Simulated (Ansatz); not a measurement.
## What Se → As does to hypothetical P6_3/mmc PtSe2

The reference is PtSe2 in the 2H-MoS2 type structure (space group P6_3/mmc, No. 194; a = 3.571 Å, c = 10.964 Å; a hypothetical phase, not in the database extracts checked; layered, stacked along the Cartesian z axis).

One thing is altered: As takes the place of Se on all its sites, then cell and atoms are relaxed.

Calculations: PBE-D3(BJ) (Ansatz, a quantum-chemistry and plane-wave program), no spin-orbit coupling, earlier PAW set. Γ-centred 16×16×4 mesh, Fermi–Dirac width 0.05 eV, for the changed cell.

```csv
quantity,base,changed,shift
density,9.68 g/cm³,10.25 g/cm³,+0.57 g/cm³
lattice parameter a,357.1 pm,338.1 pm,-18.93 pm
c/a ratio,3.071,3.337,+0.266
space group,P6_3/mmc (No. 194),P6_3/mmc (No. 194),–
shortest interatomic distance,256.3 pm,255.3 pm,-0.92 pm
band gap,zero,zero,–
```

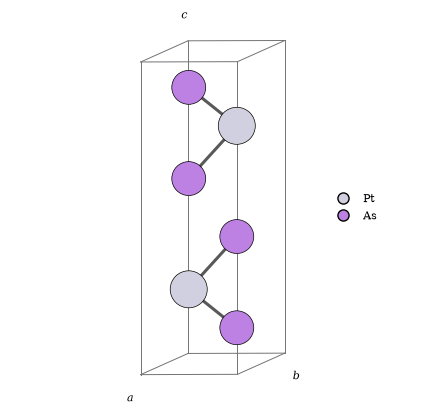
Figure. The relaxed conventional cell after the change

Stability against distortions was not tested. As relaxed here, PtAs2 is a hypothetical phase, not in the database extracts checked. The final runs are not spin-polarised. PtAs2 and PtSe2 have a high density of states at the Fermi level and may be magnetic at this level.
